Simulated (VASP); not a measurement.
Band structure of Mg$_{3}$Sb$_{2}$ (a-la2o3). Calculation: r2SCAN+rVV10, VASP's PBE PAW potentials (set 64) (plane waves; VASP).

Unless said otherwise, spin-orbit coupling is left out, though it shifts the bands of the heavy elements here.

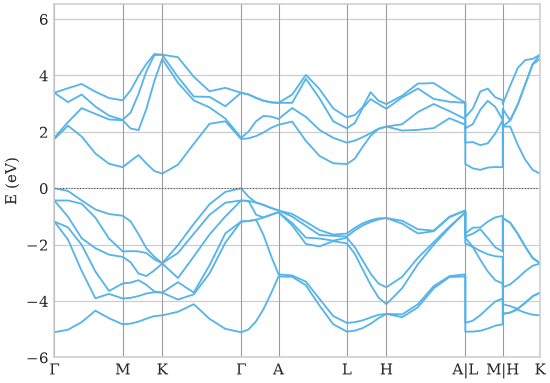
Bands along high-symmetry lines, zero at the valence-band maximum or, without a gap, the Fermi level

### Question
Read the plot: is there a gap, and where are the band edges?

### Answer
The gap is indirect, 0.52 eV, from the valence maximum at Γ to the conduction minimum at K.

The compound is Mg3Sb2 in the a-la2o3 structure. It was relaxed first.
